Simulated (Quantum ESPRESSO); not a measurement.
# GaFe3: the choice of smearing, part 2 of 2

Aim: see how far moments and order energies of GaFe3 move with the smearing, and what each rung costs.

Quantum ESPRESSO 7.5; BLYP; plane waves with GBRV 1.5 PBE potentials, no spin-orbit coupling (settings of the first rung).

So far, largest spin moment in the atom's sphere (μB): step 2 (rung 1, start ferro +++) 2.31; step 3 (rung 1, start ferri ++-) 2.08; step 4 (rung 2, start ferro +++) 2.43; step 5 (rung 2, start ferri ++-) 2.24; step 6 (rung 3, start ferro +++) 2.43.

**7. Rung 3, start ferri ++-**

pw.py

```python
from ase import Atoms
from ase.calculators.espresso import Espresso, EspressoProfile

atoms = Atoms(['Ga', 'Fe', 'Fe', 'Fe'],
    cell=[[3.701, 0.0, 0.0],
         [0.0, 3.701, 0.0],
         [0.0, 0.0, 3.701]],
    scaled_positions=[[0.0, 0.0, 0.0],
         [0.0, 0.5, 0.5],
         [0.5, 0.0, 0.5],
         [0.5, 0.5, 0.0]],
    pbc=True,
    magmoms=[0.0, 2.8, 2.8, -2.8])
input_data = {
    'control': {'calculation': 'scf', 'prefix': 'pwscf', 'outdir': './tmp', 'disk_io': 'nowf'},
    'system': {'ecutwfc': 40.0, 'ecutrho': 280.0, 'nbnd': 45, 'input_dft': 'blyp', 'occupations': 'smearing', 'smearing': 'fd', 'degauss': 0.00183747, 'nspin': 2},
    'electrons': {'conv_thr': 8e-09, 'electron_maxstep': 150, 'mixing_beta': 0.3},
}
atoms.calc = Espresso(
    profile=EspressoProfile(command='mpirun -n 2 pw.x -nk 2', pseudo_dir='pseudo'),
    pseudopotentials={'Fe': 'fe_pbe_v1.5.uspp.F.UPF', 'Ga': 'ga_pbe_v1.4.uspp.F.UPF'},
    input_data=input_data,
    kpts=(8, 8, 8),
    koffset=(0, 0, 0))
atoms.get_potential_energy()
energy = atoms.calc.results['free_energy']
print(f'free energy: {energy:.6f} eV')
print('site moments (muB):', atoms.get_magnetic_moments().round(3))
```

Started as:

```
$ OMP_NUM_THREADS=1 python3 pw.py > pw.log
```

What it wrote:

```text
     [... lines left out ...]
free energy: -15859.211451 eV
site moments (muB): [-0.025  2.23   2.23  -2.136]
--- espresso.pwo ---
Program PWSCF v.7.5 starts
     [... lines left out ...]
     number of atoms/cell      =            4
     [... lines left out ...]
     number of electrons       =        67.00
     number of Kohn-Sham states=           45
     kinetic-energy cutoff     =      40.0000  Ry
     charge density cutoff     =     280.0000  Ry
     scf convergence threshold =      8.0E-09
     [... lines left out ...]
     16 Sym. Ops., with inversion, found
     [... lines left out ...]
     number of k points=    75  Fermi-Dirac smearing, width (Ry)=  0.0018
     [... lines left out ...]
     iteration # 21     ecut=    40.00 Ry     beta= 0.30
     [... lines left out ...]
     Magnetic moment per site  (integrated on atomic sphere of radius R)
     atom   1 (R=0.292)  charge= 17.5268  magn= -0.0254
     atom   2 (R=0.292)  charge= 14.7040  magn=  2.2297
     atom   3 (R=0.292)  charge= 14.7040  magn=  2.2297
     atom   4 (R=0.292)  charge= 14.7100  magn= -2.1361
     [... lines left out ...]
     the Fermi energy is    17.0555 ev
!    total energy              =   -1165.63064408 Ry
     estimated scf accuracy    <          1.1E-09 Ry
     smearing contrib. (-TS)   =      -0.00066317 Ry
     [... lines left out ...]
     total magnetization       =     2.26 Bohr mag/cell
     absolute magnetization    =     6.85 Bohr mag/cell
     convergence has been achieved in  21 iterations
```

Elapsed: 2.3 min, on 2 MPI ranks of Arm Neoverse V2, shared host; peak memory 0.44 GiB; 4.6 min of CPU time.

Numbers from this step:

```
magnetization  : 2.262 μB
final state    : ferrimagnetic
largest moment : 2.230 μB
```

**8. Rung 4, start ferro +++**

Edit pw.py of step 7 so:

```diff
@@ -12,6 +12,6 @@
     pbc=True,
-    magmoms=[0.0, 2.8, 2.8, -2.8])
+    magmoms=[0.0, 2.8, 2.8, 2.8])
 input_data = {
     'control': {'calculation': 'scf', 'prefix': 'pwscf', 'outdir': './tmp', 'disk_io': 'nowf'},
-    'system': {'ecutwfc': 40.0, 'ecutrho': 280.0, 'nbnd': 45, 'input_dft': 'blyp', 'occupations': 'smearing', 'smearing': 'fd', 'degauss': 0.00183747, 'nspin': 2},
+    'system': {'ecutwfc': 40.0, 'ecutrho': 280.0, 'nbnd': 48, 'input_dft': 'blyp', 'occupations': 'smearing', 'smearing': 'gaussian', 'degauss': 0.00999582, 'nspin': 2},
     'electrons': {'conv_thr': 8e-09, 'electron_maxstep': 150, 'mixing_beta': 0.3},
```

Started as:

```
$ OMP_NUM_THREADS=1 python3 pw.py > pw.log
```

What it wrote:

```text
     [... lines left out ...]
free energy: -15860.047853 eV
site moments (muB): [-0.118  2.43   2.43   2.43 ]
--- espresso.pwo ---
Program PWSCF v.7.5 starts
     [... lines left out ...]
     number of atoms/cell      =            4
     [... lines left out ...]
     number of electrons       =        67.00
     number of Kohn-Sham states=           48
     kinetic-energy cutoff     =      40.0000  Ry
     charge density cutoff     =     280.0000  Ry
     scf convergence threshold =      8.0E-09
     [... lines left out ...]
     48 Sym. Ops., with inversion, found
     [... lines left out ...]
     number of k points=    35  Gaussian smearing, width (Ry)=  0.0100
     [... lines left out ...]
     iteration # 15     ecut=    40.00 Ry     beta= 0.30
     [... lines left out ...]
     Magnetic moment per site  (integrated on atomic sphere of radius R)
     atom   1 (R=0.292)  charge= 17.5273  magn= -0.1175
     atom   2 (R=0.292)  charge= 14.7099  magn=  2.4305
     atom   3 (R=0.292)  charge= 14.7099  magn=  2.4305
     atom   4 (R=0.292)  charge= 14.7099  magn=  2.4305
     [... lines left out ...]
     the Fermi energy is    17.0511 ev
!    total energy              =   -1165.69211852 Ry
     estimated scf accuracy    <          3.6E-09 Ry
     smearing contrib. (-TS)   =      -0.00120232 Ry
     [... lines left out ...]
     total magnetization       =     7.04 Bohr mag/cell
     absolute magnetization    =     7.64 Bohr mag/cell
     convergence has been achieved in  15 iterations
```

Elapsed: 53 s, on 2 MPI ranks; peak memory 0.31 GiB.

Read from the output:

```
magnetization  : 7.036 μB
final state    : ferromagnetic
largest moment : 2.430 μB
```

**9. Rung 4, start ferri ++-**

Edit pw.py of step 8 so:

```diff
@@ -12,6 +12,6 @@
     pbc=True,
-    magmoms=[0.0, 2.8, 2.8, 2.8])
+    magmoms=[0.0, 2.8, 2.8, -2.8])
 input_data = {
     'control': {'calculation': 'scf', 'prefix': 'pwscf', 'outdir': './tmp', 'disk_io': 'nowf'},
-    'system': {'ecutwfc': 40.0, 'ecutrho': 280.0, 'nbnd': 48, 'input_dft': 'blyp', 'occupations': 'smearing', 'smearing': 'gaussian', 'degauss': 0.00999582, 'nspin': 2},
+    'system': {'ecutwfc': 40.0, 'ecutrho': 280.0, 'nbnd': 45, 'input_dft': 'blyp', 'occupations': 'smearing', 'smearing': 'gaussian', 'degauss': 0.00999582, 'nspin': 2},
     'electrons': {'conv_thr': 8e-09, 'electron_maxstep': 150, 'mixing_beta': 0.3},
```

Started as:

```
$ OMP_NUM_THREADS=1 python3 pw.py > pw.log
```

What it wrote:

```text
     [... lines left out ...]
free energy: -15859.228045 eV
site moments (muB): [-0.026  2.229  2.229 -2.137]
--- espresso.pwo ---
Program PWSCF v.7.5 starts
     [... lines left out ...]
     number of atoms/cell      =            4
     [... lines left out ...]
     number of electrons       =        67.00
     number of Kohn-Sham states=           45
     kinetic-energy cutoff     =      40.0000  Ry
     charge density cutoff     =     280.0000  Ry
     scf convergence threshold =      8.0E-09
     [... lines left out ...]
     16 Sym. Ops., with inversion, found
     [... lines left out ...]
     number of k points=    75  Gaussian smearing, width (Ry)=  0.0100
     [... lines left out ...]
     iteration # 21     ecut=    40.00 Ry     beta= 0.30
     [... lines left out ...]
     Magnetic moment per site  (integrated on atomic sphere of radius R)
     atom   1 (R=0.292)  charge= 17.5270  magn= -0.0260
     atom   2 (R=0.292)  charge= 14.7042  magn=  2.2291
     atom   3 (R=0.292)  charge= 14.7042  magn=  2.2291
     atom   4 (R=0.292)  charge= 14.7104  magn= -2.1372
     [... lines left out ...]
     the Fermi energy is    17.0639 ev
!    total energy              =   -1165.63186377 Ry
     estimated scf accuracy    <          5.6E-09 Ry
     smearing contrib. (-TS)   =      -0.00327014 Ry
     [... lines left out ...]
     total magnetization       =     2.26 Bohr mag/cell
     absolute magnetization    =     6.85 Bohr mag/cell
     convergence has been achieved in  21 iterations
```

Elapsed: 2.3 min, on 2 MPI ranks; peak memory 0.44 GiB.

This step gave:

```
magnetization  : 2.258 μB
final state    : ferrimagnetic
largest moment : 2.229 μB
```

**10. Rung 5, start ferro +++**

Edit pw.py of step 9 so:

```diff
@@ -12,6 +12,6 @@
     pbc=True,
-    magmoms=[0.0, 2.8, 2.8, -2.8])
+    magmoms=[0.0, 2.8, 2.8, 2.8])
 input_data = {
     'control': {'calculation': 'scf', 'prefix': 'pwscf', 'outdir': './tmp', 'disk_io': 'nowf'},
-    'system': {'ecutwfc': 40.0, 'ecutrho': 280.0, 'nbnd': 45, 'input_dft': 'blyp', 'occupations': 'smearing', 'smearing': 'gaussian', 'degauss': 0.00999582, 'nspin': 2},
+    'system': {'ecutwfc': 40.0, 'ecutrho': 280.0, 'nbnd': 48, 'input_dft': 'blyp', 'occupations': 'smearing', 'smearing': 'mp', 'degauss': 0.01469973, 'nspin': 2},
     'electrons': {'conv_thr': 8e-09, 'electron_maxstep': 150, 'mixing_beta': 0.3},
```

Started as:

```
$ OMP_NUM_THREADS=1 python3 pw.py > pw.log
```

What it wrote:

```text
     [... lines left out ...]
free energy: -15860.039516 eV
site moments (muB): [-0.118  2.43   2.43   2.43 ]
--- espresso.pwo ---
Program PWSCF v.7.5 starts
     [... lines left out ...]
     number of atoms/cell      =            4
     [... lines left out ...]
     number of electrons       =        67.00
     number of Kohn-Sham states=           48
     kinetic-energy cutoff     =      40.0000  Ry
     charge density cutoff     =     280.0000  Ry
     scf convergence threshold =      8.0E-09
     [... lines left out ...]
     48 Sym. Ops., with inversion, found
     [... lines left out ...]
     number of k points=    35  Methfessel-Paxton smearing, width (Ry)=  0.0147
     [... lines left out ...]
     iteration # 15     ecut=    40.00 Ry     beta= 0.30
     [... lines left out ...]
     Magnetic moment per site  (integrated on atomic sphere of radius R)
     atom   1 (R=0.292)  charge= 17.5273  magn= -0.1182
     atom   2 (R=0.292)  charge= 14.7099  magn=  2.4305
     atom   3 (R=0.292)  charge= 14.7099  magn=  2.4305
     atom   4 (R=0.292)  charge= 14.7099  magn=  2.4305
     [... lines left out ...]
     the Fermi energy is    17.0465 ev
!    total energy              =   -1165.69150574 Ry
     estimated scf accuracy    <          1.6E-09 Ry
     smearing contrib. (-TS)   =       0.00023208 Ry
     [... lines left out ...]
     total magnetization       =     7.03 Bohr mag/cell
     absolute magnetization    =     7.65 Bohr mag/cell
     convergence has been achieved in  15 iterations
```

Run time: 53 s. Hardware: 2 MPI ranks; peak memory 0.36 GiB; 1.8 min of CPU time.

Numbers from this step:

```yaml
magnetization: 7.033 μB
final_state: ferromagnetic
largest_moment: 2.430 μB
```

**11. Rung 5, start ferri ++-**

Edit pw.py of step 10 so:

```diff
@@ -12,6 +12,6 @@
     pbc=True,
-    magmoms=[0.0, 2.8, 2.8, 2.8])
+    magmoms=[0.0, 2.8, 2.8, -2.8])
 input_data = {
     'control': {'calculation': 'scf', 'prefix': 'pwscf', 'outdir': './tmp', 'disk_io': 'nowf'},
-    'system': {'ecutwfc': 40.0, 'ecutrho': 280.0, 'nbnd': 48, 'input_dft': 'blyp', 'occupations': 'smearing', 'smearing': 'mp', 'degauss': 0.01469973, 'nspin': 2},
+    'system': {'ecutwfc': 40.0, 'ecutrho': 280.0, 'nbnd': 45, 'input_dft': 'blyp', 'occupations': 'smearing', 'smearing': 'mp', 'degauss': 0.01469973, 'nspin': 2},
     'electrons': {'conv_thr': 8e-09, 'electron_maxstep': 150, 'mixing_beta': 0.3},
```

Started as:

```
$ OMP_NUM_THREADS=1 python3 pw.py > pw.log
```

What it wrote:

```text
     [... lines left out ...]
free energy: -15859.203960 eV
site moments (muB): [-0.026  2.222  2.222 -2.155]
--- espresso.pwo ---
Program PWSCF v.7.5 starts
     [... lines left out ...]
     number of atoms/cell      =            4
     [... lines left out ...]
     number of electrons       =        67.00
     number of Kohn-Sham states=           45
     kinetic-energy cutoff     =      40.0000  Ry
     charge density cutoff     =     280.0000  Ry
     scf convergence threshold =      8.0E-09
     [... lines left out ...]
     16 Sym. Ops., with inversion, found
     [... lines left out ...]
     number of k points=    75  Methfessel-Paxton smearing, width (Ry)=  0.0147
     [... lines left out ...]
     iteration # 21     ecut=    40.00 Ry     beta= 0.30
     [... lines left out ...]
     Magnetic moment per site  (integrated on atomic sphere of radius R)
     atom   1 (R=0.292)  charge= 17.5270  magn= -0.0256
     atom   2 (R=0.292)  charge= 14.7044  magn=  2.2220
     atom   3 (R=0.292)  charge= 14.7044  magn=  2.2220
     atom   4 (R=0.292)  charge= 14.7094  magn= -2.1552
     [... lines left out ...]
     the Fermi energy is    17.0600 ev
!    total energy              =   -1165.63009355 Ry
     estimated scf accuracy    <          3.2E-09 Ry
     smearing contrib. (-TS)   =       0.00055402 Ry
     [... lines left out ...]
     total magnetization       =     2.23 Bohr mag/cell
     absolute magnetization    =     6.86 Bohr mag/cell
     convergence has been achieved in  21 iterations
```

Run time: 2.3 min. Hardware: 2 MPI ranks; peak memory 0.44 GiB.

Numbers from this step:

* magnetization: 2.226 μB
* final state: ferrimagnetic
* largest moment: 2.222 μB

**12. Rung 6, start ferro +++**

Edit pw.py of step 11 so:

```diff
@@ -12,6 +12,6 @@
     pbc=True,
-    magmoms=[0.0, 2.8, 2.8, -2.8])
+    magmoms=[0.0, 2.8, 2.8, 2.8])
 input_data = {
     'control': {'calculation': 'scf', 'prefix': 'pwscf', 'outdir': './tmp', 'disk_io': 'nowf'},
-    'system': {'ecutwfc': 40.0, 'ecutrho': 280.0, 'nbnd': 45, 'input_dft': 'blyp', 'occupations': 'smearing', 'smearing': 'mp', 'degauss': 0.01469973, 'nspin': 2},
+    'system': {'ecutwfc': 40.0, 'ecutrho': 280.0, 'nbnd': 48, 'input_dft': 'blyp', 'occupations': 'smearing', 'smearing': 'mv', 'degauss': 0.01469973, 'nspin': 2},
     'electrons': {'conv_thr': 8e-09, 'electron_maxstep': 150, 'mixing_beta': 0.3},
```

Started as:

```
$ OMP_NUM_THREADS=1 python3 pw.py > pw.log
```

What it wrote:

```text
     [... lines left out ...]
free energy: -15860.037048 eV
site moments (muB): [-0.118  2.433  2.433  2.433]
--- espresso.pwo ---
Program PWSCF v.7.5 starts
     [... lines left out ...]
     number of atoms/cell      =            4
     [... lines left out ...]
     number of electrons       =        67.00
     number of Kohn-Sham states=           48
     kinetic-energy cutoff     =      40.0000  Ry
     charge density cutoff     =     280.0000  Ry
     scf convergence threshold =      8.0E-09
     [... lines left out ...]
     48 Sym. Ops., with inversion, found
     [... lines left out ...]
     number of k points=    35  Marzari-Vanderbilt smearing, width (Ry)=  0.0147
     [... lines left out ...]
     iteration # 15     ecut=    40.00 Ry     beta= 0.30
     [... lines left out ...]
     Magnetic moment per site  (integrated on atomic sphere of radius R)
     atom   1 (R=0.292)  charge= 17.5269  magn= -0.1182
     atom   2 (R=0.292)  charge= 14.7102  magn=  2.4329
     atom   3 (R=0.292)  charge= 14.7102  magn=  2.4329
     atom   4 (R=0.292)  charge= 14.7102  magn=  2.4329
     [... lines left out ...]
     the Fermi energy is    17.0315 ev
!    total energy              =   -1165.69132439 Ry
     estimated scf accuracy    <          1.2E-09 Ry
     smearing contrib. (-TS)   =       0.00134552 Ry
     [... lines left out ...]
     total magnetization       =     7.04 Bohr mag/cell
     absolute magnetization    =     7.65 Bohr mag/cell
     convergence has been achieved in  15 iterations
```

The job ended after 54 s (2 MPI ranks; peak memory 0.36 GiB; 1.8 min of CPU time).

Read from the output:

```
magnetization  : 7.039 μB
final state    : ferromagnetic
largest moment : 2.433 μB
```

**13. Rung 6, start ferri ++-**

Edit pw.py of step 12 so:

```diff
@@ -12,6 +12,6 @@
     pbc=True,
-    magmoms=[0.0, 2.8, 2.8, 2.8])
+    magmoms=[0.0, 2.8, 2.8, -2.8])
 input_data = {
     'control': {'calculation': 'scf', 'prefix': 'pwscf', 'outdir': './tmp', 'disk_io': 'nowf'},
-    'system': {'ecutwfc': 40.0, 'ecutrho': 280.0, 'nbnd': 48, 'input_dft': 'blyp', 'occupations': 'smearing', 'smearing': 'mv', 'degauss': 0.01469973, 'nspin': 2},
+    'system': {'ecutwfc': 40.0, 'ecutrho': 280.0, 'nbnd': 45, 'input_dft': 'blyp', 'occupations': 'smearing', 'smearing': 'mv', 'degauss': 0.01469973, 'nspin': 2},
     'electrons': {'conv_thr': 8e-09, 'electron_maxstep': 150, 'mixing_beta': 0.3},
```

Started as:

```
$ OMP_NUM_THREADS=1 python3 pw.py > pw.log
```

What it wrote:

```text
     [... lines left out ...]
free energy: -15859.198987 eV
site moments (muB): [-0.025  2.219  2.219 -2.17 ]
--- espresso.pwo ---
Program PWSCF v.7.5 starts
     [... lines left out ...]
     number of atoms/cell      =            4
     [... lines left out ...]
     number of electrons       =        67.00
     number of Kohn-Sham states=           45
     kinetic-energy cutoff     =      40.0000  Ry
     charge density cutoff     =     280.0000  Ry
     scf convergence threshold =      8.0E-09
     [... lines left out ...]
     16 Sym. Ops., with inversion, found
     [... lines left out ...]
     number of k points=    75  Marzari-Vanderbilt smearing, width (Ry)=  0.0147
     [... lines left out ...]
     iteration # 19     ecut=    40.00 Ry     beta= 0.30
     [... lines left out ...]
     Magnetic moment per site  (integrated on atomic sphere of radius R)
     atom   1 (R=0.292)  charge= 17.5274  magn= -0.0250
     atom   2 (R=0.292)  charge= 14.7045  magn=  2.2194
     atom   3 (R=0.292)  charge= 14.7045  magn=  2.2194
     atom   4 (R=0.292)  charge= 14.7087  magn= -2.1702
     [... lines left out ...]
     the Fermi energy is    17.0573 ev
!    total energy              =   -1165.62972802 Ry
     estimated scf accuracy    <          7.2E-09 Ry
     smearing contrib. (-TS)   =       0.00112177 Ry
     [... lines left out ...]
     total magnetization       =     2.21 Bohr mag/cell
     absolute magnetization    =     6.87 Bohr mag/cell
     convergence has been achieved in  19 iterations
```

The job ended after 2.1 min (2 MPI ranks; peak memory 0.44 GiB).

This step gave:

* magnetization: 2.205 μB
* final state: ferrimagnetic
* largest moment: 2.219 μB

**14. Side by side**

Ferrimagnetic means that a moment over 0.15 μB on a transition or rare-earth metal, induced ones included, opposes the net moment. Ladder, by row:

```csv
rung,smearing (eV),state from the first start,state from the second start,second less first (meV a seeded atom),"moment, first (μB)","moment, second (μB)",CPU time (s)
1,fermi-dirac 0.3,ferromagnetic,ferrimagnetic,146.2,2.306,2.085,426.2
2,fermi-dirac 0.1,ferromagnetic,ferrimagnetic,260.3,2.43,2.244,381.1
3,fermi-dirac 0.025,ferromagnetic,ferrimagnetic,276.6,2.429,2.23,385.4
4,gaussian 0.136,ferromagnetic,ferrimagnetic,273.3,2.43,2.229,384.9
5,methfessel-paxton 0.2,ferromagnetic,ferrimagnetic,278.5,2.43,2.222,382.6
6,cold 0.2,ferromagnetic,ferrimagnetic,279.4,2.433,2.219,358.8
```

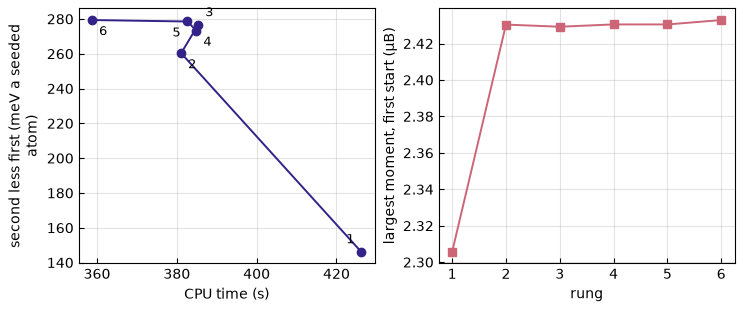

Result against cost, rungs numbered as in the table, and the moment by rung.

**15. Outcome**

```yaml
range_of_the_largest_moment_first_start: 2.31 to 2.43 μB; second start 2.08 to 2.24 μB
range_of_cpu_time: 6 min to 7.1 min
range_of_the_energy_difference: 146 to 279 meV a seeded atom
```

In words: Between the smearings the moment of the first start moves by 0.13 μB and the difference by 133 meV; all share one mesh, which a narrow width needs finer. Rungs 1, 2, 3, 4, 5 and 6 use pseudopotentials made with another functional.

[Logs and program files are shortened in this print: banners, set-up blocks, solver, clock and traceback lines can be left out without a mark of their own.]

[Logs are printed without paths, hosts, clocks, repeated set-up lines and the standing remarks that a program may print on its own settings, such as how far it seeks lower states.]

[Hosts, paths, dates, database ids (printed as entryN), source tags and the programs' standing remarks are cut or masked in the printed files.]

[Where a cell is said to come from a database of computed structures, the database is the Materials Project.]
